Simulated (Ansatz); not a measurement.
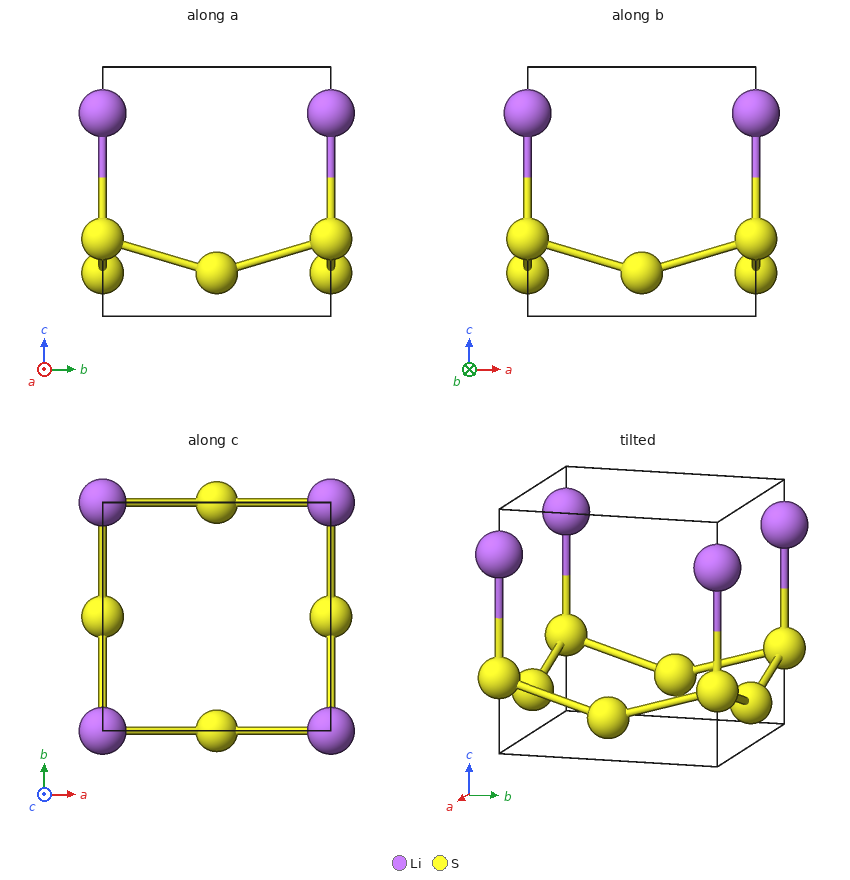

The crystal in a ball-and-stick representation, seen along the a axis, along the b axis, along the c axis and slightly off an axis. The parallelepiped is the conventional unit cell.

Lattice parameters: a = 4.4516 Å, b = 4.4516 Å, c = 4.8603 Å, α = 90.000°, β = 90.000°, γ = 90.000°.

Give the structure in the form of a CIF with its space group and independent sites, with free fractional coordinates to two decimals.

```cif
data_structure
_symmetry_space_group_name_H-M 'P 4 m m'
_symmetry_Int_Tables_number 99
_cell_length_a 4.4516
_cell_length_b 4.4516
_cell_length_c 4.8603
_cell_angle_alpha 90.000
_cell_angle_beta 90.000
_cell_angle_gamma 90.000
_cell_volume 96.32
loop_
_atom_site_label
_atom_site_type_symbol
_atom_site_symmetry_multiplicity
_atom_site_Wyckoff_symbol
_atom_site_fract_x
_atom_site_fract_y
_atom_site_fract_z
_atom_site_occupancy
Li1 Li 1 a 0.00 0.00 0.81 1
S1 S 2 c 0.00 0.50 0.17 1
S2 S 1 a 0.00 0.00 0.31 1
```

Its origin is a structure type filled with these elements by a generator (whether the compound takes this form wasn't checked). Earlier steps of the study may have refined or changed the cell and positions. It was run through Ansatz as a DFT input.
